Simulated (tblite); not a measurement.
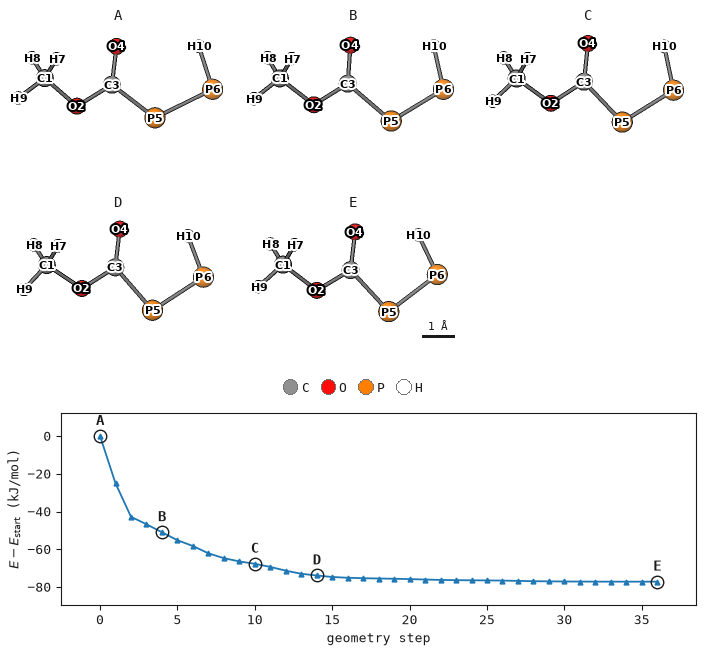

Frames of a relaxation of C2H4O2P2, marked on the history of the run. The picture is a ball-and-stick view, seen at a tilt.

Method: tblite 0.8.0, GFN2-xTB geometry optimisation, dihedral held, gas phase. 

Q: Describe the path.

A: The atom that moves furthest after the best rigid fit is H10 (0.54 Å). Largest moves by element: H 0.54 Å, P 0.36 Å, O 0.19 Å, C 0.14 Å. Among the contacts that change: P5–P6 2.177 → 2.031 Å, O2–C3 1.375 → 1.323 Å, C3–P5 1.819 → 1.855 Å, P6–H10 1.431 → 1.406 Å. Among the angles between lasting bonds that change: C3–P5–P6 121.2° → 100.9°, O4–C3–P5 117.2° → 127.2°, O2–C3–P5 116.1° → 107.1°. After 36 geometry steps the energy has fallen by 77.2 kJ/mol. From step 0 to 4: P6 moves most (0.14 Å), energy −51.0 kJ/mol. From step 4 to 10: P6 moves most (0.17 Å), energy −16.7 kJ/mol. From step 10 to 14: H10 moves most (0.23 Å), energy −6.19 kJ/mol. From step 14 to 36: H10 moves most (0.16 Å), energy −3.27 kJ/mol.

```tsv
step	E − E(0), kJ/mol
0	0.00
1	-25.06
2	-42.80
3	-46.75
4	-51.00
5	-55.21
6	-58.28
7	-62.14
8	-64.73
9	-66.44
10	-67.72
11	-69.36
13	-73.00
14	-73.91
15	-74.69
17	-75.36
18	-75.51
20	-75.82
21	-76.05
22	-76.26
24	-76.45
25	-76.51
26	-76.61
28	-76.92
29	-77.03
31	-77.13
32	-77.16
33	-77.18
35	-77.18
36	-77.18
```
